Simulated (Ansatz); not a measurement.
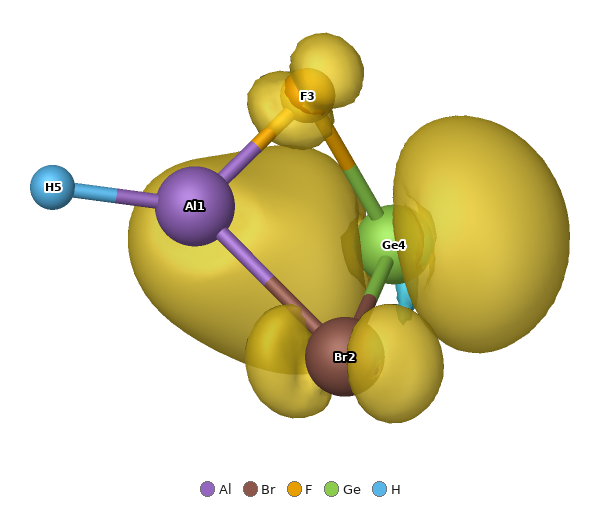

AlBrFGeH (charge +1, doublet). Isosurfaces of the spin density (α minus β) at +0.015 (yellow) and −0.015 e/Å³ (cyan), seen at a tilt.

Geometry: PBE-D3(BJ)/def2-SVP.

All numbers below come from isolated molecule in a Gaussian basis; Kohn-Sham density functional theory, functional PBE0 in Ansatz 0.2.0.

```xyz
5

Al    0.9876    0.6482   -0.1839
Br   -0.0479   -1.3673   -0.8665
F    -0.5381    1.5347   -0.0017
Ge   -1.2541   -0.1227    1.1664
H     2.4481    1.1989   -0.2636
```

Q: Where is the unpaired spin?

A: The unpaired spin (1 electron) lies mostly on Ge4 (about 0.7), Al1 (about 0.2) and Br2 (about 0.1), in electrons by Hirshfeld's partition.
